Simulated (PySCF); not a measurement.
Molecule: Si(F)(SH)3, SMILES F[Si](S)(S)S. Atoms near the plane z = 1.2 Å, at the PBE0/def2-SVP optimised geometry (x, y, z in Å): F1 (-1.4, 0.8, 0.0), Si2 (-0.8, -0.8, 0.0), S4 (1.3, -0.8, 0.0), S5 (-1.6, -1.8, 1.7), H8 (-1.1, -0.8, 2.6).

Method: PySCF with PBE0/def2-TZVP. The values are rescaled to run from 0 to 1.

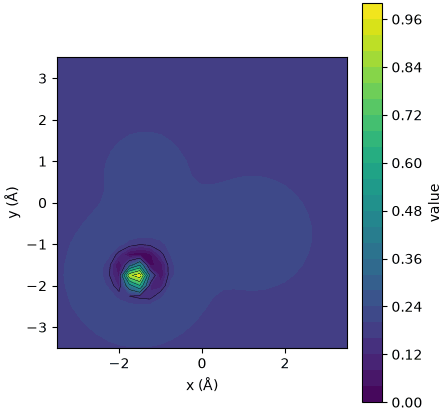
Figure: a field on the plane z = 1.2 Å.

Which quantity is mapped?
(A) Laplacian of the electron density
(B) an orbital amplitude
(C) electrostatic potential
(D) electron localisation function

A, Laplacian of the electron density. In full: Laplacian of the electron density (e/bohr⁵), clipped to [-1.50, 1.50].
